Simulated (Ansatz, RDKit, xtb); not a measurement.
# C4H7ClSSi: which of the isomers drawn lies lowest?

Which of a sample of isomers of C4H7ClSSi is the most stable in the gas at 298.15 K, and what are its properties? The sample is small against all isomers, and the most stable one of this formula need not be in it.

The funnel: GFN2-xTB relaxations, single points with a density functional, relaxations at PBE0-D3(BJ)/def2-SVP, harmonic vibrations (at GFN2-xTB), and a last energy at a higher level. All values are calculated.

## (1) Drawing up candidates

Isomers were taken from a list of plausible structures; this is a sample, not all of them. That gives 8 candidates.

| label | SMILES | spin |
| --- | --- | --- |
| c046 | C#C[C@H](C)S[SiH2]Cl | singlet |
| c353 | S=C1C[SiH2][C@H](Cl)C1 | singlet |
| c373 | C=C(Cl)[SiH2][C@@H]1CS1 | singlet |
| c579 | C[Si](C)(Cl)C=C=S | singlet |
| c609 | Cl[SiH2]SCC1C=C1 | singlet |
| c726 | CSCC#C[SiH2]Cl | singlet |
| c924 | [SiH3]CCC(Cl)=C=S | singlet |
| c937 | C=C(Cl)[C@@H]1CS[SiH2]1 | singlet |

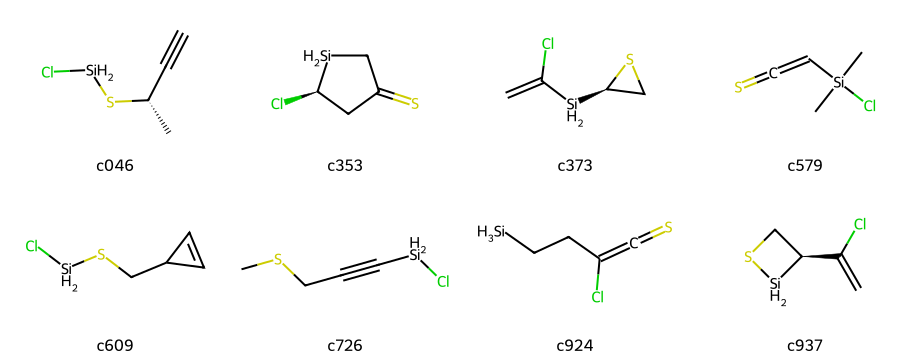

Structural formulas of the candidates.

Candidates are built by distance geometry, with a force field where one applies, in up to four conformers (letters a to d).

Q: Predict the outcome of this search (final energies at CCSD(T)/def2-SVP + MP2/def2-TZVPP - MP2/def2-SVP).

| quantity | value |
| --- | --- |
| lowest structure found | C[Si](C)(Cl)C=C=S, singlet |
| next finalist | C#C[C@H](C)S[SiH2]Cl, singlet, 29.2 kcal/mol higher in G |
| share at equilibrium, among the finalists | 100.0 % |

`C[Si](C)(Cl)C=C=S` comes out lowest. Among the finalists first place is clear (29.2 kcal/mol); structures outside the list aren't covered. HF/STO-3G, r2SCAN-D4/def2-SVP, PBE0-D3(BJ)/def2-SVP, HF/def2-SVP and MP2/def2-SVP already put its bonding pattern lowest among the structures in one piece; GFN2-xTB favours the singlet C#C[C@H](C)S[SiH2]Cl. 4 minima inside the window were never screened. The search is not exhaustive (a finite list of starts, one conformer a finalist), so a lower isomer can't be ruled out. Only 8 drawn patterns were tried, so whole families of isomers are missing, and the result ranks this sample alone.
